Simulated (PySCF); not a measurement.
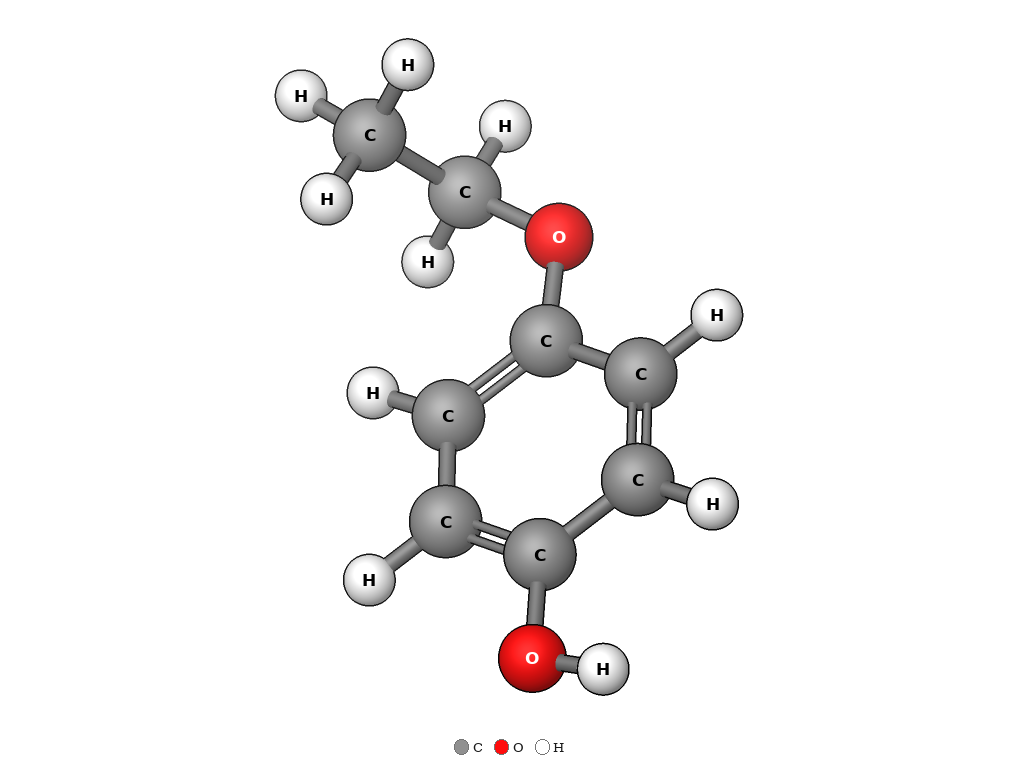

A ball-and-stick model of a molecule. Double and triple bonds are drawn as two and three sticks.

The computed structure is the end point of a PBE0-D3(BJ)/def2-SVP optimisation. No frequency run is at hand to confirm it as a minimum.

> Which formula does it have?

C8H10O2, 20 atoms: 8 carbon, 10 hydrogen and 2 oxygen.

> Write the SMILES.

CCOc1ccc(O)cc1

The parts below concern this one geometry. Atoms keep their numbers from picture to picture.

## Symmetry

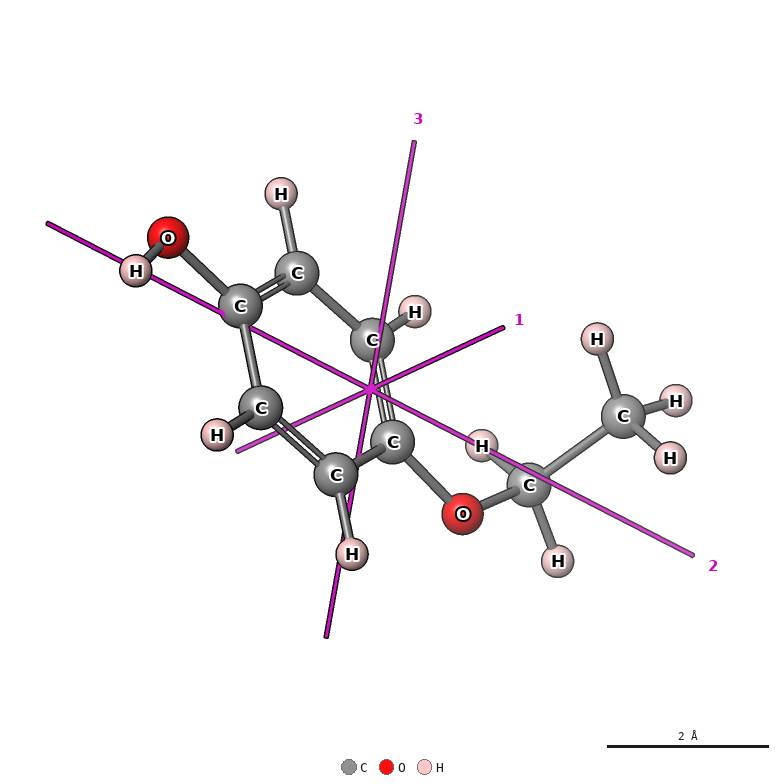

The three principal axes of inertia are drawn and numbered. Depth is shown by fading: the farther an atom, the more it takes the colour of the background. No frequency run is at hand to confirm it as a minimum. Masses are those of the most abundant isotopes; constants are for the rigid equilibrium geometry.

> Which line is the a axis (least moment of inertia), which b and which c?

a is line 2, b is line 3, c is line 1; the moments are 139, 695, 788 u Å².

> What kind of rotor is it, and what are its rotational constants in MHz?

An asymmetric top (C1): A = 3639, B = 727, C = 641 MHz. Ray's parameter κ is −0.94, close to the prolate limit.

## Electronic properties

No frequency run is at hand to confirm it as a minimum. Level of theory: PBE0/pcSseg-1 in chloroform (IEF-PCM) (PySCF 2.14.0).

> Give the dipole moment at this level.

0.68 D.

> Estimate the HOMO–LUMO gap.

5.57 eV.

> Estimate the HOMO energy (Kohn–Sham orbital).

−5.90 eV.

## NMR shielding

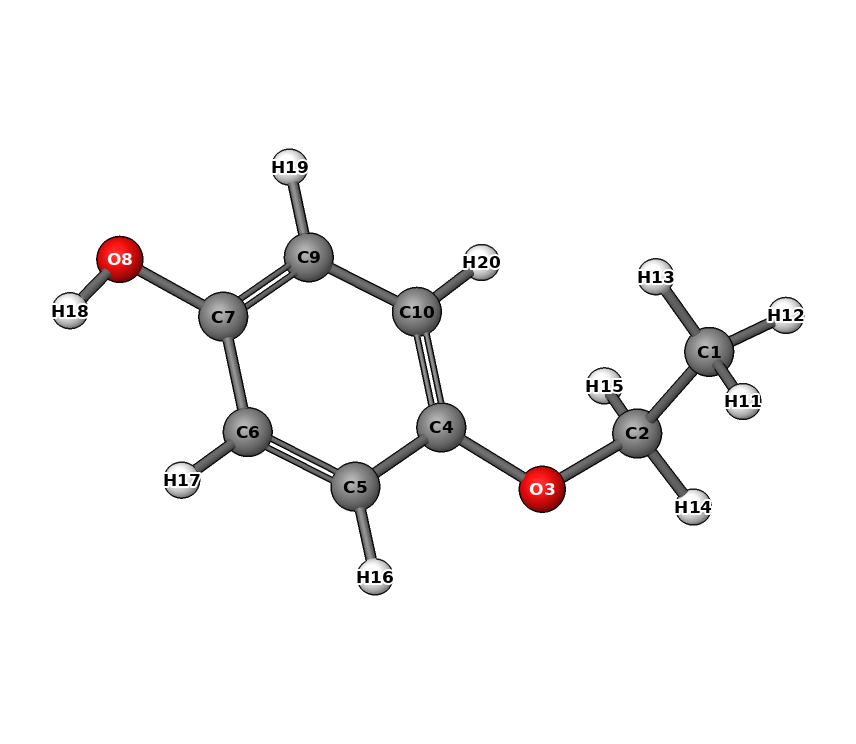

The questions are on isotropic NMR shieldings of the O atoms. No frequency run is at hand to confirm it as a minimum. Method: GIAO PBE0/pcSseg-1 NMR shielding, non-relativistic, IEF-PCM chloroform (PySCF 2.14.0).

Give the isotropic NMR shieldings of the O atoms atom by atom.

```
atom  σ (ppm)
  O3    217.2
  O8    225.2
```

## Quadrupole coupling

No frequency run is at hand to confirm it as a minimum. Electric field gradients from the ground-state density, PBE0/pcSseg-1 in acetonitrile (IEF-PCM) (PySCF 2.14.0), non-relativistic apart from any core potentials.

Give the largest field-gradient component, the quadrupole coupling constant and the asymmetry for 17O at O3 (Q = −25.6 mb), 17O at O8 (Q = −25.6 mb), 2H at H11 (Q = 2.86 mb), 2H at H12 (Q = 2.86 mb), 2H at H13 (Q = 2.86 mb), 2H at H14 (Q = 2.86 mb).

| atom | V_zz (a.u.) | e²qQ/h (MHz) | η |
| --- | --- | --- | --- |
| O3 | 1.920 | −11.55 | 0.67 |
| O8 | 1.733 | −10.42 | 0.88 |
| H11 | 0.292 | 0.196 | 0.02 |
| H12 | 0.290 | 0.195 | 0.03 |
| H13 | 0.290 | 0.195 | 0.03 |
| H14 | 0.280 | 0.188 | 0.07 |
